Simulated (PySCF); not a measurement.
SnBr (doublet)

```xyz
2

Sn    0.0000    0.0000   -1.0030
Br    0.0000    0.0000    1.5240
```

Core potentials replace the inner electrons of Sn.

Level of theory: PBE0/cc-pVTZ(-PP), non-relativistic Hamiltonian with scalar-relativistic core potentials where named, at a bond length of 2.527 Å in PySCF 2.14.0.

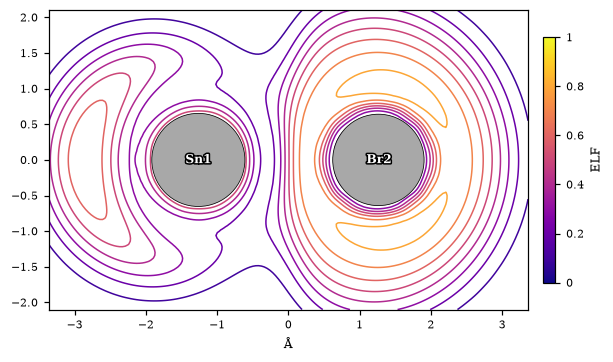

Figure 1. Electron localisation function on a plane that holds the molecular axis. Grey discs cover the atomic cores.

**Read the bonding off the picture.**

The section cuts through Sn and Br sites. Sn–Br (2.53 Å): the ELF peaks at about 0.75 in the valence shell of Br, 1.0 Å from its nucleus, and drops to about 0.15 between the two atoms. The ELF also peaks beside Br2, away from the bonds: non-bonding electrons, paired or unpaired.

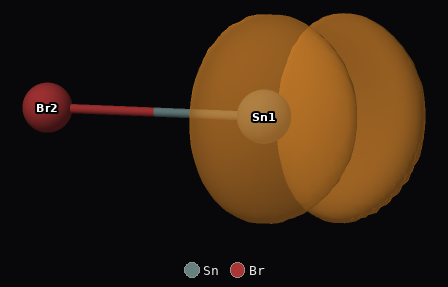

Figure 2. Isosurface of the electron localisation function at 0.9 (orange), seen from one side. Core shells and regions of very low density are left out.

**What do the ELF domains correspond to?**

The ELF exceeds this value in two lobes on Sn, pointing away from the bonds (non-bonding electrons).

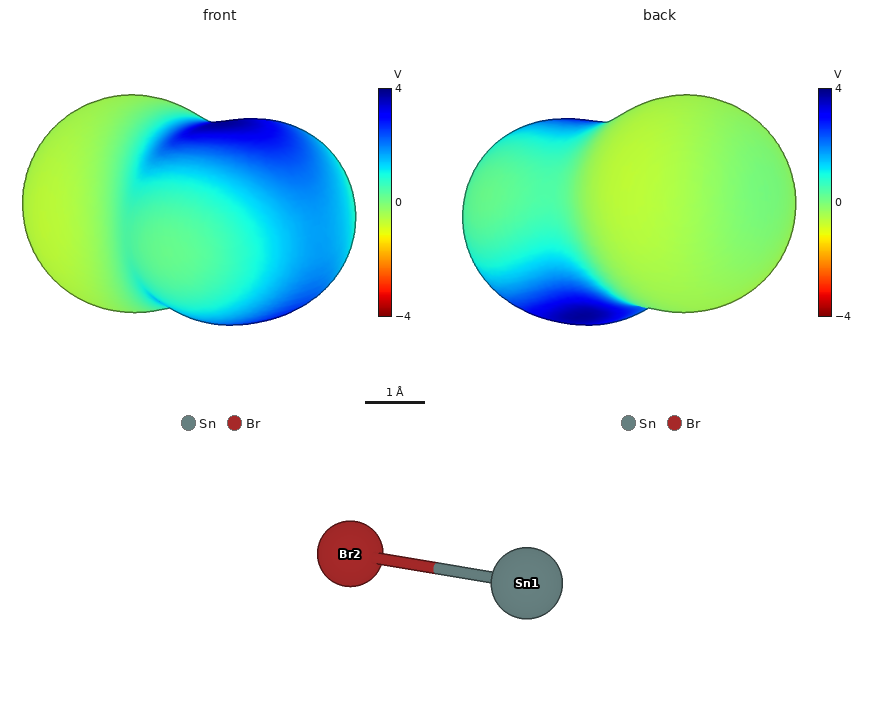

Figure 3. The electrostatic potential painted on the density surface at 0.004 e/bohr³, seen from the front and from behind; red is negative and blue positive. The bare structure is drawn below in the same view.

**Describe the electrostatic potential map.**

The most negative region (about −0.7 V, or −16 kcal/mol for a unit charge) lies over Br2, the most positive (about +3.7 V, or +85 kcal/mol for a unit charge) over Sn1.
